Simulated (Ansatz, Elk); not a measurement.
**Y2MnNi2: X-ray structure factors from the self-consistent density**

Structure refinements treat a crystal as free atoms side by side. For a made-up structure of Y2MnNi2 (cell and positions from a PBEsol relaxation) the runs below show what the calculated density changes in F(hkl).

Program: Elk 11.2.3 (patched build). Level of theory: DFT, PBE, all-electron APW+lo, Dirac cores, scalar-relativistic bands, static density, ferromagnetic start. Results are calculated unless marked as measured.

The structure was built from a prototype and need not be the compound's stable phase.

## 1. Set-up

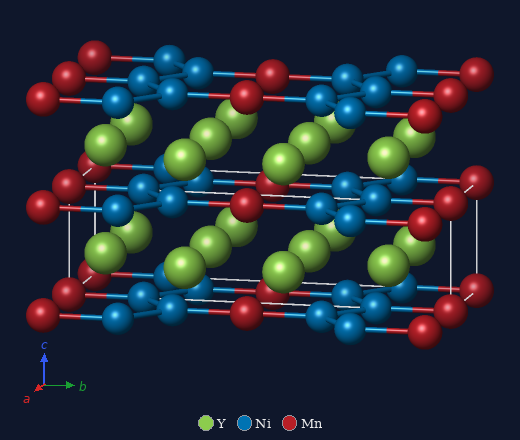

The cell as given, slightly off an axis (yttrium green, nickel blue, manganese red). 2×1×2 cells are drawn. This picture shows the conventional cell, with its axes. Some periodic images of atoms are drawn too.

## 2. Ground state and structure factors

An all-electron density is needed, since X-rays see the cores too. Task 0 finds the density and task 195 Fourier-transforms it; tshift is off so that phases refer to the origin typed.

elk.in reads:

```
tasks
  0
  195
  196

xctype
  20

spinpol
  .true.

rgkmax
  7.0

gmaxvr
  14.0

lmaxo
  7

lmaxapw
  8

swidth
  0.002

tshift
  .false.

ramdisk
  .false.

hmaxvr
  5.5

maxscl
  120

epspot
  1e-06

reducebf
  0.8

sppath
  './'

avec
  3.58082597097 -12.40810083391 -0.00000000000
  3.58082597097 12.40810083391 -0.00000000000
  -0.00000000000 0.00000000000 6.96459067123

atoms
  3
  'Y.in'
  2
  0.6292529435 0.3707470565 0.5000000000   0.000000 0.000000 0.000000
  0.3707470565 0.6292529435 0.5000000000   0.000000 0.000000 0.000000
  'Ni.in'
  2
  0.1954333490 0.8045666510 0.0000000000   0.000000 0.000000 0.000000
  0.8045666510 0.1954333490 0.0000000000   0.000000 0.000000 0.000000
  'Mn.in'
  1
  0.0000000000 -0.0000000000 -0.0000000000   0.000000 0.000000 -0.170000

ngridk
  5 5 5
```

Run with:

```console
$ OMP_NUM_THREADS=4 elk
```

Numbers of over 12 decimals in the logs are rounded to 6 here.

The program printed:

```text
┌─────────────────────────┐
│ Elk code version 11.2.3 │
└─────────────────────────┘

All units are atomic (Hartree, Bohr, etc.)

┌─────────────────────────────────────────────────┐
│ Ground-state run starting from atomic densities │
└─────────────────────────────────────────────────┘

Lattice vectors :
   3.580825971      -12.40810083      -0.000000000
   3.580825971       12.40810083      -0.000000000
  -0.000000000       0.000000000       6.964590671

Reciprocal lattice vectors :
  0.8773374297     -0.2531888397       0.000000000
  0.8773374297      0.2531888397       0.000000000
   0.000000000       0.000000000      0.9021614627

Unit cell volume      :    618.8909346
Brillouin zone volume :   0.4007979429

Muffin-tin inner radius fraction :   0.1000000000E-01

Nuclei treated as point charges

Species : 1 (Y)
 parameters loaded from : Y.in
 name : yttrium
 nuclear charge    :   -39.00000000
 electronic charge :    39.00000000
 atomic mass :    162065.4503
 muffin-tin radius :    2.600000000
 number of radial points in muffin-tin :   1193
 inner part over the whole radius :   0.9871815862E-02
 number on inner part of muffin-tin    :    847
 approximate nuclear radius :   0.8135895711E-04
 number of mesh points to nuclear radius :    416
 atomic positions (lattice), magnetic fields (Cartesian) :
  1 :  -0.37074706  0.37074706  0.50000000    0.00000000  0.00000000  0.00000000
  2 :   0.37074706 -0.37074706  0.50000000    0.00000000  0.00000000  0.00000000

Species : 2 (Ni)
 parameters loaded from : Ni.in
 name : nickel
 nuclear charge    :   -28.00000000
 electronic charge :    28.00000000
 atomic mass :    106991.5231
 muffin-tin radius :    2.219830888
 number of radial points in muffin-tin :    993
 inner part over the whole radius :   0.9860606078E-02
 number on inner part of muffin-tin    :    699
 approximate nuclear radius :   0.7325707712E-04
 number of mesh points to nuclear radius :    336
 atomic positions (lattice), magnetic fields (Cartesian) :
  1 :   0.19543335 -0.19543335  0.00000000    0.00000000  0.00000000  0.00000000
  2 :  -0.19543335  0.19543335  0.00000000    0.00000000  0.00000000  0.00000000

Species : 3 (Mn)
 parameters loaded from : Mn.in
 name : manganese
 nuclear charge    :   -25.00000000
 electronic charge :    25.00000000
 atomic mass :    100145.9370
 muffin-tin radius :    2.400000000
 number of radial points in muffin-tin :    993
 inner part over the whole radius :   0.9953723401E-02
 number on inner part of muffin-tin    :    700
 approximate nuclear radius :   0.7074591925E-04
 number of mesh points to nuclear radius :    330
 atomic positions (lattice), magnetic fields (Cartesian) :
  1 :   0.00000000  0.00000000  0.00000000    0.00000000  0.00000000 -0.17000000

Total number of atoms per unit cell :    5
Total muffin-tin volume :    296.7887531
 ratio of muffin-tin to unit cell volume :   0.4795493625

Spin treatment :
 spin-polarised
 global magnetic field (Cartesian) :    0.000000000       0.000000000       0.000000000
 collinear magnetisation in z-direction

Number of Bravais lattice symmetries :    8
Number of crystal symmetries         :    8
Crystal has inversion symmetry
Real symmetric eigensolver will be used

k-point grid :      5     5     5
k-point offset :    0.000000000       0.000000000       0.000000000
k-point set is reduced with full crystal symmetry group
Total number of k-points :       27

Muffin-tin radius times maximum |G+k| :    7.000000000
 using average radius
Maximum |G+k| for APW functions       :    2.907058408
Maximum (1/2)|G+k|²                   :    4.225494295
Maximum |G| for potential and density :    14.00000000
Constant for pseudocharge density :    9
 order of it for each species :   16  16  16
 order of it for pair densities of each species (exact exchange by exxq0 0: 17) :   11   8   9
Radial integration step length :    1

G-vector grid sizes :     60    60    32
Number of G-vectors :    28643

Maximum angular momentum used for
[...]
RMS change in Kohn-Sham potential (target) :    2.181750876     (  0.1000000000E-05)
Absolute change in total energy (target)   :   0.9005570851     (  0.1000000000E-03)

[... loops 3 to 23 left out ...]

┌──────────────────┐
│ Loop number : 24 │
└──────────────────┘

Energies :
 Fermi                       :     0.281751
 sum of occupied eigenvalues :     -6419.4734314903
 electron kinetic            :      11249.202531374
 core electron kinetic       :      10698.624373158
 Coulomb                     :     -21821.872825353
 Coulomb potential           :     -17149.507066344
 nuclear-nuclear             :     -1456.5265998081
 electron-nuclear            :     -23621.894830477
 Hartree                     :      3256.5486049318
 Madelung                    :     -13247.119292182
 xc potential                :     -518.92461001812
 xc effective B-field        :    -0.244272
 external B-field            :      0.000000
 exchange                    :     -391.34020147120
 correlation                 :     -7.737690
 electron entropic           :    -0.13371369395050E-02
 total energy                :     -10971.749522465
 (external B-field energy excluded from total)

Density of states at Fermi energy :    101.7194799
 (states/Hartree/unit cell)

Estimated indirect band gap :   0.5016914988E-03
 from k-point 14 to k-point 19
Estimated direct band gap   :   0.2774291261E-02
 at k-point 14

Charges :
 core                        :    90.00000000
 valence                     :    69.00000000
 interstitial                :    7.592858026
 muffin-tins (core leakage)
  species : 1 (Y)
[...]
species : 2 (Ni)
[...]
species : 3 (Mn)
[...]
total in muffin-tins        :    151.4071420
 total calculated charge     :    158.9982755
 total charge                :    159.0000000
 error                       :   0.1724515068E-02

Moments :
 interstitial                :   0.1331213789E-01
 muffin-tins
  species : 1 (Y)
[...]
species : 2 (Ni)
[...]
species : 3 (Mn)
[...]
total in muffin-tins        :    3.745819869
 total moment                :    3.759132007

RMS change in Kohn-Sham potential (target) :   0.6817122411E-06 (  0.1000000000E-05)
Absolute change in total energy (target)   :   0.1330635314E-04 (  0.1000000000E-03)

Convergence targets achieved

┌──────────────────┐
│ Loop number : 25 │
└──────────────────┘

Energies :
 Fermi                       :     0.281751
 sum of occupied eigenvalues :     -6419.4734481073
 electron kinetic            :      11249.202523207
 core electron kinetic       :      10698.624366483
 Coulomb                     :     -21821.872831567
 Coulomb potential           :     -17149.507052656
 nuclear-nuclear             :     -1456.5265998081
 electron-nuclear            :     -23621.894856305
 Hartree                     :      3256.5486245455
 Madelung                    :     -13247.119305239
 xc potential                :     -518.92463466282
 xc effective B-field        :    -0.244271
 external B-field            :      0.000000
 exchange                    :     -391.34020170055
 correlation                 :     -7.737690
 electron entropic           :    -0.13370537134570E-02
 total energy                :     -10971.749537051
 (external B-field energy excluded from total)

Density of states at Fermi energy :    101.7116902
 (states/Hartree/unit cell)

Estimated indirect band gap :   0.5012274341E-03
 from k-point 14 to k-point 19
Estimated direct band gap   :   0.2773301469E-02
 at k-point 14

Charges :
 core                        :    90.00000000
 valence                     :    69.00000000
 interstitial                :    7.592858595
 muffin-tins (core leakage)
  species : 1 (Y)
[...]
species : 2 (Ni)
   atom 1                    :    26.96475329     (  0.7283799723E-03)
   atom 2                    :    26.96475329     (  0.7283799723E-03)
  species : 3 (Mn)
   atom 1                    :    23.67026119     ( -0.2246774589E-06)
 total in muffin-tins        :    151.4071414
 total calculated charge     :    158.9982755
 total charge                :    159.0000000
 error                       :   0.1724516207E-02

Moments :
 interstitial                :   0.1333315963E-01
 muffin-tins
  species : 1 (Y)
[...]
species : 2 (Ni)
   atom 1                    :   0.1402568394
   atom 2                    :   0.1402568394
  species : 3 (Mn)
   atom 1                    :    3.596073466
 total in muffin-tins        :    3.745862636
 total moment                :    3.759195796

┌──────────────────────────────┐
│ Self-consistent loop stopped │
└──────────────────────────────┘

Warning : core states of species 2 leak from the muffin-tin :   0.7283799723E-03

Wrote STATE.OUT
```

It took 6.4 min on 4 threads of Arm Neoverse V1, shared host; peak memory 0.52 GiB; 23 min of CPU time.

SFACRHO.OUT:

```text

h k l indices transformed by vhmat matrix:
   1.000000000       0.000000000       0.000000000    
   0.000000000       1.000000000       0.000000000    
   0.000000000       0.000000000       1.000000000    

      h      k      l  multipl.   |H|            Re(F)            Im(F)           |F|

      0      0      0      1   0.0000000       159.00000     -0.57999296E-17   159.00000    
     -1      1      0      2  0.50637768      -21.832651      0.14774993E-17   21.832651    
      0      0      1      2  0.90216146       3.7361939     -0.21267002E-13   3.7361939    
      1      0      0      4  0.91314049      -8.1675503     -0.42776011E-14   8.1675503    
     -2      2      0      2   1.0127554      -35.041565     -0.55824988E-13   35.041565    
      1     -1     -1      4   1.0345596      -12.971668     -0.42642322E-14   12.971668    
      1     -2      0      4   1.1604578       28.492356     -0.42962656E-13   28.492356    
      0      1     -1      8   1.2836358       76.764906      0.43297518E-14   76.764906    
      2     -2      1      4   1.3563070       87.958816     -0.34372638E-13   87.958816    
      2     -1     -1      8   1.4698835      -63.652912      0.62282544E-13   63.652912    
     -3      3      0      2   1.5191330       47.087345      0.17178591E-13   47.087345    
      3     -2      0      4   1.5402388       94.802230     -0.34355122E-13   94.802230    
      1      1      0      2   1.7546749       112.29619      0.27882108E-13   112.29619    
      3     -3     -1      4   1.7668221       26.343241      0.21463505E-13   26.343241    
     -2      3     -1      8   1.7850017       21.801155     -0.34341469E-13   21.801155    
      0      0      2      2   1.8043229       110.89147      0.36272420E-13   110.89147    
      0      2      0      4   1.8262810      -16.443889     -0.12862887E-13   16.443889    
      1     -1     -2      4   1.8740330      -16.223601      0.43319006E-14   16.223601
```

Elk indexes on the primitive cell of elk.in and gives |H| = 4π sin θ/λ in inverse bohr. Below, one row stands for each form hkl of the conventional cell (m members, Friedel mates merged), F is for one primitive cell and the density is static (no thermal factor). Free-atom factors are Waasmaier and Kirfel's, and R is Σm||F|−|F'||/Σm|F|.

```
hkl  m  sin θ/λ (Å⁻¹)  abs F, DFT  neutral atoms   diff.
020  2          0.076      21.833         21.651  +0.181
001  2          0.136       3.736          3.148  +0.588
110  4          0.137       8.168          8.422  -0.255
040  2          0.152      35.042         35.045  -0.003
021  4          0.156      12.972         12.734  +0.238
130  4          0.174      28.492         28.754  -0.262
111  8          0.193      76.765         76.895  -0.130
041  4          0.204      87.959         88.197  -0.238
131  8          0.221      63.653         63.642  +0.011
060  2          0.228      47.087         47.229  -0.142
150  4          0.232      94.802         95.131  -0.329
200  2          0.264     112.296        112.628  -0.332
061  4          0.266      26.343         26.535  -0.192
151  8          0.268      21.801         22.245  -0.444
002  2          0.271     110.891        111.270  -0.379
220  4          0.275      16.444         16.622  -0.178
022  4          0.282      16.224         16.438  -0.214
201  4          0.297       0.097          0.291  -0.194
170  4          0.297      53.382         53.437  -0.055
112  8          0.304       8.249          8.068  +0.181
080  2          0.305      33.155         32.903  +0.252
240  4          0.305      29.447         29.308  +0.139
```

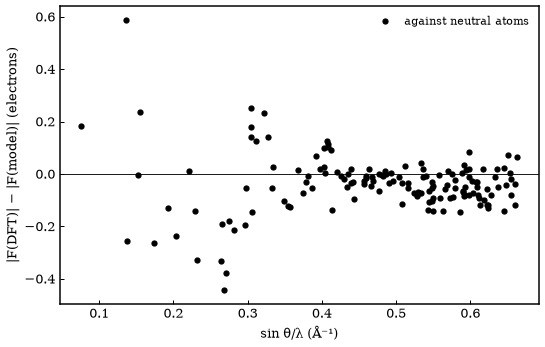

Difference between the calculated structure factors and the independent-atom ones.

## 3. The magnetisation density

The same run holds the spin density, and task 196 transforms it. The order is that of the start, and no other was tried.

SFACMAG_1.OUT:

```text

h k l indices transformed by vhmat matrix:
   1.000000000       0.000000000       0.000000000    
   0.000000000       1.000000000       0.000000000    
   0.000000000       0.000000000       1.000000000    

      h      k      l  multipl.   |H|            Re(F)            Im(F)           |F|

      0      0      0      1   0.0000000       3.7591959     -0.18733256E-17   3.7591959    
     -1      1      0      2  0.50637768       3.1011842     -0.36510554E-16   3.1011842    
      0      0      1      2  0.90216146       3.4121279      0.20359445E-16   3.4121279    
      1      0      0      4  0.91314049       3.1458924     -0.14387142E-16   3.1458924    
     -2      2      0      2   1.0127554       2.9822031     -0.21218383E-16   2.9822031    
      1     -1     -1      4   1.0345596       2.6826816     -0.56562273E-16   2.6826816    
      1     -2      0      4   1.1604578       2.4873385      0.19494540E-17   2.4873385    
      0      1     -1      8   1.2836358       2.4931366      0.48992467E-16   2.4931366    
      2     -2      1      4   1.3563070       2.4339654      0.51356997E-17   2.4339654    
      2     -1     -1      8   1.4698835       2.0020330      0.19646367E-16   2.0020330    
     -3      3      0      2   1.5191330       2.0303117     -0.36709320E-16   2.0303117    
      3     -2      0      4   1.5402388       2.2621387     -0.13230009E-16   2.2621387    
      1      1      0      2   1.7546749       1.7994770      0.27157620E-16   1.7994770    
      3     -3     -1      4   1.7668221       1.8431931     -0.23159391E-16   1.8431931    
     -2      3     -1      8   1.7850017       1.8621149     -0.26191215E-16   1.8621149    
      0      0      2      2   1.8043229       1.7311175      0.35433947E-17   1.7311175
```

The total moment is 3.76 μB a cell; sphere moments: Y1 -0.07, Y2 -0.07, Ni3 +0.14, Ni4 +0.14, Mn5 +3.60 μB. Polarised neutrons measure spin and orbital magnetisation together; without spin-orbit coupling the run gives the spin part:

```
hkl  sin θ/λ (Å⁻¹)  abs F_M (μB)
020          0.076         3.101
001          0.136         3.412
110          0.137         3.146
040          0.152         2.982
021          0.156         2.683
130          0.174         2.487
111          0.193         2.493
041          0.204         2.434
131          0.221         2.002
060          0.228         2.030
150          0.232         2.262
200          0.264         1.800
061          0.266         1.843
151          0.268         1.862
```

(Part 1 of 2 ends here.)

[Logs are printed without paths, hosts, clocks, repeated set-up lines and the standing remarks that a program may print on its own settings, such as how far it seeks lower states.]

[Hosts, paths, dates, database ids (printed as entryN), source tags and the programs' standing remarks are cut or masked in the printed files.]
